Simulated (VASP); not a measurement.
Band structure of In (bct). Calculation: revTPSS meta-GGA, VASP's PBE PAW potentials (set 64) (plane waves; VASP).

Unless said otherwise, spin-orbit coupling is left out, though it shifts the bands of the heavy elements here.

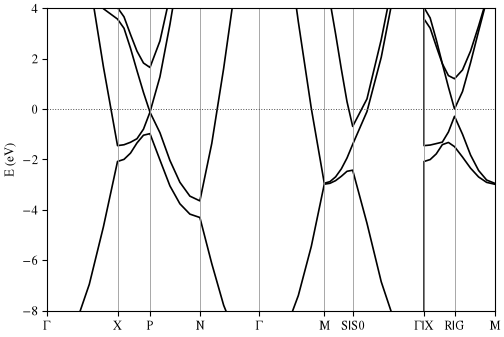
Figure. Bands along high-symmetry lines, zero at the valence-band maximum or, without a gap, the Fermi level

Q: Read the plot: is there a gap, and where are the band edges?

A: It has no gap at this level: it comes out as a metal or semimetal.

The compound is In in the bct structure. It was relaxed first.
